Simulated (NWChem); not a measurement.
**C2H6SSi (SMILES C[Si]SC): a chain of runs**

Aim: a geometry optimisation (B97-3/STO-6G), then vibrational wavenumbers, then a single-point energy (MP2/STO-6G) of C2H6SSi. 

The calculation is run with NWChem 7.3.0.

2 further runs of the same task are left out: 2 set aside as unsound or not needed.

## (1) The molecule

C2H6SSi: 10 atoms, total charge 0, spin state singlet. As SMILES, `C[Si]SC`. The shape is that of a PBE0-D4/def2-TZVP optimisation. This is one conformer, not always the lowest. The run starts from this shape.

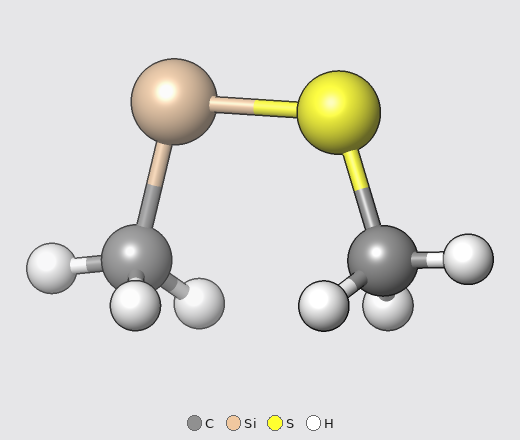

The structure, seen from a chosen angle (carbon grey, silicon light orange, sulfur yellow, hydrogen white).

## (2) A geometry optimisation at B97-3/STO-6G (run 1)

c2h6ssi.nw reads:

```
start c2h6ssi
title "C2H6SSi"
memory stack 880 mb heap 220 mb global 1100 mb
charge 0

geometry units angstrom noautosym
  C       -0.474500       1.498000       0.212000
  Si      -1.532200       0.664600      -1.131800
  S       -0.684600      -1.277500      -1.197000
  C        0.678400      -1.448200      -0.013100
  H       -0.563800       0.976000       1.171000
  H        0.587400       1.503400      -0.056300
  H       -0.795200       2.531900       0.356400
  H        0.331700      -1.277900       1.005200
  H        1.483700      -0.753100      -0.246400
  H        1.052300      -2.468400      -0.097000
end

basis spherical bse
  * library STO-6G
end

dft
  xc becke97-3
  grid fine
  mulliken
  print low
end

driver
  tight
  maxiter 60
end

task dft optimize
```

On the command line:

```bash
nwchem c2h6ssi.nw > c2h6ssi.out
```

The log of the run:

```text
Northwest Computational Chemistry Package (NWChem) 7.3.0
             --------------------------------------------------------

           Job information
           ---------------

    nwchem branch   = 7.3.0
    use scalapack   = T
    input           = c2h6ssi.nw
    prefix          = c2h6ssi.
    data base       = ./c2h6ssi.db
    status          = startup
    nproc           =        1

           Memory information
           ------------------

    heap     =     28835834 doubles =      220.0 Mbytes
    stack    =    115343359 doubles =      880.0 Mbytes
    global   =    144179200 doubles =     1100.0 Mbytes (distinct from heap & stack)
    total    =    288358393 doubles =     2200.0 Mbytes
    verify   = yes
    hardfail = no

           Directory information
           ---------------------

  0 permanent = .
  0 scratch   = .

                                NWChem Input Module
                                -------------------

                                      C2H6SSi
                                      -------

 Scaling coordinates for geometry "geometry" by  1.889725989
 (inverse scale =  0.529177249)

          ------
          auto-z
          ------
  no constraints, skipping    0.0000000000000000
  no constraints, skipping    0.0000000000000000

                             Geometry "geometry" -> ""
                             -------------------------

 Output coordinates in angstroms (scale by  1.889725989 to convert to a.u.)

  No.       Tag          Charge          X              Y              Z
 ---- ---------------- ---------- -------------- -------------- --------------
    1 C                    6.0000     0.13143542     1.71310208     0.87181042
    2 Si                  14.0000    -0.92626458     0.87970208    -0.47198958
    3 S                   16.0000    -0.07866458    -1.06239792    -0.53718958
[... 6 lines of this table left out ...]
   10 H                    1.0000     1.65823542    -2.25329792     0.56281042

      Atomic Mass
      -----------

      C                 12.000000
      Si                27.976930
      S                 31.972070
      H                  1.007825

 Effective nuclear repulsion energy (a.u.)     202.3354983182

            Nuclear Dipole moment (a.u.)
            ----------------------------
        X                 Y               Z
 ---------------- ---------------- ----------------
     0.0000000000    -0.0000000000     0.0000000000

                                Z-matrix (autoz)
                                --------

 Units are Angstrom for bonds and degrees for angles

      Type          Name      I     J     K     L     M      Value
      ----------- --------  ----- ----- ----- ----- ----- ----------
    1 Stretch                  1     2                       1.90239
    2 Stretch                  1     5                       1.09551
    3 Stretch                  1     6                       1.09528
    4 Stretch                  1     7                       1.09208
    5 Stretch                  2     3                       2.12001
    6 Stretch                  3     4                       1.81343
    7 Stretch                  4     8                       1.08910
    8 Stretch                  4     9                       1.08908
    9 Stretch                  4    10                       1.08979
   10 Bend                     1     2     3               101.58104
   11 Bend                     2     1     5               111.36407
   12 Bend                     2     1     6               111.60254
   13 Bend                     2     1     7               110.17389
   14 Bend                     2     3     4               111.50957
   15 Bend                     3     4     8               110.88086
   16 Bend                     3     4     9               110.84467
   17 Bend                     3     4    10               107.20145
   18 Bend                     5     1     6               107.20641
   19 Bend                     5     1     7               108.14475
   20 Bend                     6     1     7               108.20574
   21 Bend                     8     4     9               109.62593
   22 Bend                     8     4    10               109.12217
   23 Bend                     9     4    10               109.10505
   24 Torsion                  1     2     3     4          -0.07455
   25 Torsion                  2     3     4     8          60.35450
   26 Torsion                  2     3     4     9         -61.64527
   27 Torsion                  2     3     4    10         179.37520
   28 Torsion                  3     2     1     5         -60.43686
   29 Torsion                  3     2     1     6          59.33415
   30 Torsion                  3     2     1     7         179.56486

            XYZ format geometry
            -------------------
    10
 geometry
 C                     0.13143542     1.71310208     0.87181042
 Si                   -0.92626458     0.87970208    -0.47198958
 S                    -0.07866458    -1.06239792    -0.53718958
[... 6 lines of this table left out ...]
 H                     1.65823542    -2.25329792     0.56281042

[... 155 lines left out ...]
   convergence    iter        energy       DeltaE   RMS-Dens  Diis-err    time
[... 15 lines left out ...]
 Nuclear repulsion energy =      202.335498318230
[... 101 lines left out ...]
      One electron energy =    -1464.177762147727
[... 33 lines left out ...]
 new step= 0.81                   predicted energy=   -764.794030
[... 77 lines left out ...]
           Coulomb energy =      556.129938957226
[... 101 lines left out ...]
         Total DFT energy =     -764.794122437213
[... 33 lines left out ...]
     step= 1.00 grad=-2.6D-04 hess= 1.8D-04 energy=   -764.794122 mode=downhill
[... 76 lines left out ...]
      One electron energy =    -1463.052452611696
[... 94 lines left out ...]
   convergence    iter        energy       DeltaE   RMS-Dens  Diis-err    time
[... 10 lines left out ...]
 Nuclear repulsion energy =      202.841204606452
[... 104 lines left out ...]
         Total DFT energy =     -764.794146222122
[... 46 lines left out ...]
@    3    -764.79414622 -1.2D-05  0.00034  0.00011  0.00322  0.00580     97.4
[... 53 lines left out ...]
    Exchange-Corr. energy =      -60.209438812058
[... 75 lines left out ...]
  The DFT is already converged
[... 68 lines left out ...]
      One electron energy =    -1463.444006634120
[... 33 lines left out ...]
 new step= 1.00                   predicted energy=   -764.794147
[... 105 lines left out ...]
   convergence    iter        energy       DeltaE   RMS-Dens  Diis-err    time
[... 9 lines left out ...]
 Nuclear repulsion energy =      202.920506121651
[... 76 lines left out ...]
         Total DFT energy =   -764.794147411414
[... 66 lines left out ...]
           Coulomb energy =      555.936220823025
[... 64 lines left out ...]
            Nuclear Dipole moment (a.u.)
[... 80 lines left out ...]
         Total DFT energy =     -764.794147651688
[... 33 lines left out ...]
     step= 1.00 grad=-2.5D-07 hess= 6.6D-08 energy=   -764.794148 mode=accept
[... 61 lines left out ...]
@    8    -764.79414765 -1.8D-07  0.00012  0.00003  0.00188  0.00438    161.4
[... 53 lines left out ...]
    Exchange-Corr. energy =      -60.209400747071
[... 75 lines left out ...]
  The DFT is already converged
[... 68 lines left out ...]
      One electron energy =    -1463.441084566578
[... 33 lines left out ...]
 new step= 1.00                   predicted energy=   -764.794148
[... 104 lines left out ...]
   convergence    iter        energy       DeltaE   RMS-Dens  Diis-err    time
[... 8 lines left out ...]
 Nuclear repulsion energy =      202.919708369181
[... 75 lines left out ...]
         Total DFT energy =   -764.794147989447
[... 66 lines left out ...]
           Coulomb energy =      555.936812191213
[... 64 lines left out ...]
            Nuclear Dipole moment (a.u.)
[... 77 lines left out ...]
         Total DFT energy =     -764.794147994493
[... 33 lines left out ...]
     step= 1.00 grad=-1.4D-09 hess= 1.7D-09 energy=   -764.794148 mode=accept
[... 60 lines left out ...]
@   13    -764.79414799  2.2D-10  0.00000  0.00000  0.00016  0.00035    220.2
[... 52 lines left out ...]
    Exchange-Corr. energy =      -60.209473898073
[... 74 lines left out ...]
  The DFT is already converged
[... 68 lines left out ...]
      One electron energy =    -1463.440528927563
[... 33 lines left out ...]
 new step= 1.00                   predicted energy=   -764.794148
[... 104 lines left out ...]
   convergence    iter        energy       DeltaE   RMS-Dens  Diis-err    time
[... 8 lines left out ...]
 Nuclear repulsion energy =      202.920124314552
[... 75 lines left out ...]
         Total DFT energy =   -764.794147996788
[... 66 lines left out ...]
           Coulomb energy =      555.937153640159
[... 64 lines left out ...]
            Nuclear Dipole moment (a.u.)
[... 5 lines left out ...]
                                 NWChem DFT Module
                                 -----------------

                                      C2H6SSi

  The DFT is already converged

         Total DFT energy =   -764.794147997191

                         DFT ENERGY GRADIENTS

    atom               coordinates                        gradient
                 x          y          z           x          y          z
   1 C       0.271586   3.166967   1.631055    0.000000  -0.000000  -0.000002
   2 Si     -1.775935   1.651783  -0.922708   -0.000000  -0.000000   0.000001
   3 S      -0.196153  -1.997813  -1.050409    0.000001  -0.000001   0.000001
[... 6 lines of this table left out ...]
  10 H       3.153146  -4.187747   1.093774    0.000001   0.000000   0.000000

  no constraints, skipping    0.0000000000000000

  ---- ---------------- -------- -------- -------- -------- -------- --------
@   17    -764.79414800 -4.0D-10  0.00000  0.00000  0.00002  0.00005    266.4
                                     ok       ok       ok       ok

                                Z-matrix (autoz)
                                --------

 Units are Angstrom for bonds and degrees for angles

      Type          Name      I     J     K     L     M      Value     Gradient
      ----------- --------  ----- ----- ----- ----- ----- ---------- ----------
    1 Stretch                  1     2                       1.90870   -0.00000
    2 Stretch                  1     5                       1.09245    0.00000
    3 Stretch                  1     6                       1.09245   -0.00000
[... 26 lines of this table left out ...]
   30 Torsion                  3     2     1     7         179.97830   -0.00000

      ----------------------
      Optimization converged
      ----------------------

  ---- ---------------- -------- -------- -------- -------- -------- --------
@   17    -764.79414800 -4.0D-10  0.00000  0.00000  0.00002  0.00005    266.4
                                     ok       ok       ok       ok

                                Z-matrix (autoz)
                                --------

 Units are Angstrom for bonds and degrees for angles

      Type          Name      I     J     K     L     M      Value     Gradient
      ----------- --------  ----- ----- ----- ----- ----- ---------- ----------
    1 Stretch                  1     2                       1.90870   -0.00000
    2 Stretch                  1     5                       1.09245    0.00000
    3 Stretch                  1     6                       1.09245   -0.00000
[... 26 lines of this table left out ...]
   30 Torsion                  3     2     1     7         179.97830   -0.00000

                         Geometry "geometry" -> "geometry"
                         ---------------------------------

 Output coordinates in angstroms (scale by  1.889725989 to convert to a.u.)

  No.       Tag          Charge          X              Y              Z
 ---- ---------------- ---------- -------------- -------------- --------------
    1 C                    6.0000     0.14371738     1.67588690     0.86311722
    2 Si                  14.0000    -0.93978441     0.87408611    -0.48827594
    3 S                   16.0000    -0.10379954    -1.05719738    -0.55585270
[... 6 lines of this table left out ...]
   10 H                    1.0000     1.66857297    -2.21606047     0.57880016

      Atomic Mass
      -----------

      C                 12.000000
      Si                27.976930
      S                 31.972070
      H                  1.007825

 Effective nuclear repulsion energy (a.u.)     202.9201153571

            Nuclear Dipole moment (a.u.)
            ----------------------------
        X                 Y               Z
 ---------------- ---------------- ----------------
    -1.1541011602    -0.0542853460    -1.0483765003

                Final and change from initial internal coordinates
                --------------------------------------------------

                                Z-matrix (autoz)
                                --------

 Units are Angstrom for bonds and degrees for angles

      Type          Name      I     J     K     L     M      Value       Change
      ----------- --------  ----- ----- ----- ----- ----- ---------- ----------
    1 Stretch                  1     2                       1.90870    0.00631
    2 Stretch                  1     5                       1.09245   -0.00306
    3 Stretch                  1     6                       1.09245   -0.00284
[... 26 lines of this table left out ...]
   30 Torsion                  3     2     1     7         179.97830    0.41345

 ==============================================================================
                                internuclear distances
 ------------------------------------------------------------------------------
       center one      |      center two      | atomic units |  angstroms
 ------------------------------------------------------------------------------
    2 Si               |   1 C                |     3.60691  |     1.90870
    3 S                |   2 Si               |     3.97889  |     2.10554
    4 C                |   3 S                |     3.44277  |     1.82184
[... 5 lines of this table left out ...]
   10 H                |   4 C                |     2.06810  |     1.09439
 ------------------------------------------------------------------------------
                         number of included internuclear distances:          9
 ==============================================================================

 ==============================================================================
                                 internuclear angles
 ------------------------------------------------------------------------------
        center 1       |       center 2       |       center 3       |  degrees
 ------------------------------------------------------------------------------
    2 Si               |   1 C                |   5 H                |   112.65
    2 Si               |   1 C                |   6 H                |   112.66
    2 Si               |   1 C                |   7 H                |   110.30
    5 H                |   1 C                |   6 H                |   106.85
    5 H                |   1 C                |   7 H                |   107.02
    6 H                |   1 C                |   7 H                |   107.03
    1 C                |   2 Si               |   3 S                |   100.52
    2 Si               |   3 S                |   4 C                |   110.45
    3 S                |   4 C                |   8 H                |   112.43
    3 S                |   4 C                |   9 H                |   112.44
    3 S                |   4 C                |  10 H                |   108.34
    8 H                |   4 C                |   9 H                |   107.86
    8 H                |   4 C                |  10 H                |   107.79
    9 H                |   4 C                |  10 H                |   107.79
 ------------------------------------------------------------------------------
                            number of included internuclear angles:         14
 ==============================================================================

 Task  times  cpu:      266.4s     wall:      266.4s
 Total times  cpu:      266.4s     wall:      266.4s
```

Wall time 4.5 min (1 thread of Intel Xeon Platinum 8488C (Sapphire Rapids), shared host); peak memory 0.12 GiB.

The path in brief:

```tsv
step	energy from the first frame kept (eV)
0	0.0000
1	-0.0217
2	-0.0243
3	-0.0246
4	-0.0247
5	-0.0247
6	-0.0247
7	-0.0247
8	-0.0247
9	-0.0247
10	-0.0247
11	-0.0247
12	-0.0247
13	-0.0247
14	-0.0247
15	-0.0247
16	-0.0247
17	-0.0247
```

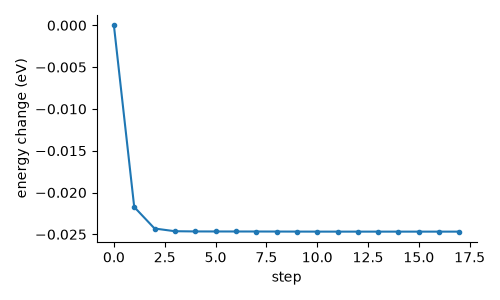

Energy along the run.

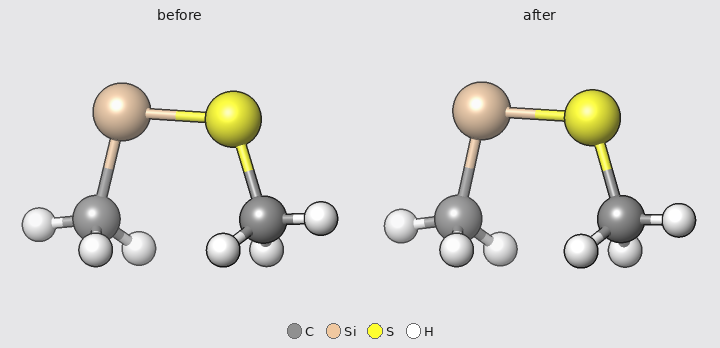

Before and after, at one scale.

After the run. Bond lengths: C1–Si2 1.909 Å, Si2–S3 2.106 Å, S3–C4 1.822 Å, C1–H5 1.092 Å, C1–H6 1.092 Å, C1–H7 1.091 Å, C4–H8 1.095 Å, C4–H9 1.095 Å, C4–H10 1.094 Å. Some angles: C1–Si2–S3 100.5°, Si2–S3–C4 110.5°, Si2–C1–H5 112.7°, Si2–C1–H6 112.7°, Si2–C1–H7 110.3°, S3–C4–H8 112.4°, S3–C4–H9 112.4°, S3–C4–H10 108.3°, H5–C1–H6 106.8°, H5–C1–H7 107.0°.

## (3) Vibrational wavenumbers at B97-3/STO-6G (run 2)

c2h6ssi.nw reads:

```
start c2h6ssi
title "C2H6SSi B97-3"
memory stack 880 mb heap 220 mb global 1100 mb
charge 0
geometry units angstroms
 C        0.143717       1.675887       0.863117
 Si      -0.939784       0.874086      -0.488276
 S       -0.103800      -1.057197      -0.555853
 C        1.260465      -1.202628       0.642782
 H        0.067732       1.161172       1.823716
 H        1.203089       1.694796       0.597002
 H       -0.162309       2.709688       1.029602
 H        0.929911      -1.039586       1.674018
 H        2.074960      -0.500337       0.436196
 H        1.668573      -2.216060       0.578800
end
basis spherical bse
 * library STO-6G
end
dft
 xc becke97-3
 grid fine
 mulliken
 print low
end
task dft freq
```

On the command line:

```bash
nwchem c2h6ssi.nw > c2h6ssi.out
```

The log of the run (excerpt; [...] marks lines left out):

```text
[...]
 Group name             Cs
[...]
 d= 0,ls=0.0,diis     1   -764.7406547150 -9.68D+02  4.28D-02  2.73D-01     2.9
[...]
 d= 0,ls=0.0,diis     8   -764.7941445553 -4.97D-10  7.30D-06  4.10D-08    16.4
         Total DFT energy =     -764.794144555331
      One electron energy =    -1463.441587345535
           Coulomb energy =      555.936753736890
    Exchange-Corr. energy =      -60.209448330249
 Nuclear repulsion energy =      202.920137383563
[...]
      Total Density - Mulliken Population Analysis
     ---------------------------------------------
    Atom       Charge   Shell Charges
 -----------   ------   -------------------------------------------------------
    1 C    6     6.43   1.99  1.25  3.19
    2 Si  14    13.65   2.00  2.00  5.88  1.82  1.95
    3 S   16    16.02   2.00  2.00  5.96  1.88  4.18
    4 C    6     6.32   1.99  1.24  3.09
    5 H    1     0.94   0.94
    6 H    1     0.94   0.94
    7 H    1     0.94   0.94
    8 H    1     0.92   0.92
    9 H    1     0.92   0.92
   10 H    1     0.92   0.92
[...]
 Normal Eigenvalue ||           Projected Infra Red Intensities
  Mode   [cm**-1]  || [atomic units] [(debye/angs)**2] [(KM/mol)] [arbitrary]
 ------ ---------- || -------------- ----------------- ---------- -----------
    1        0.000 ||    0.000022           0.001         0.022       0.043
    2        0.000 ||    0.000232           0.005         0.226       0.453
    3        0.000 ||    0.000038           0.001         0.037       0.074
    4        0.000 ||    0.000079           0.002         0.077       0.155
    5        0.000 ||    0.000011           0.000         0.011       0.022
    6        0.000 ||    0.000163           0.004         0.159       0.318
    7      132.256 ||    0.000004           0.000         0.004       0.007
    8      165.395 ||    0.000999           0.023         0.974       1.952
    9      190.684 ||    0.000088           0.002         0.086       0.173
   10      251.046 ||    0.000720           0.017         0.702       1.407
   11      320.918 ||    0.001416           0.033         1.381       2.768
   12      584.173 ||    0.035403           0.817        34.513      69.178
   13      755.629 ||    0.034976           0.807        34.096      68.342
   14      802.917 ||    0.000977           0.023         0.952       1.909
[...]
```

It took 1.8 min on 1 thread of Intel Xeon Platinum 8488C (Sapphire Rapids), shared host; peak memory 0.13 GiB.

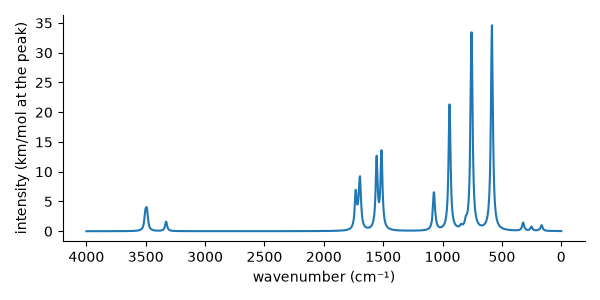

Harmonic infrared spectrum, unscaled, lines broadened by 10 cm⁻¹.

[end of part 1 of 2]
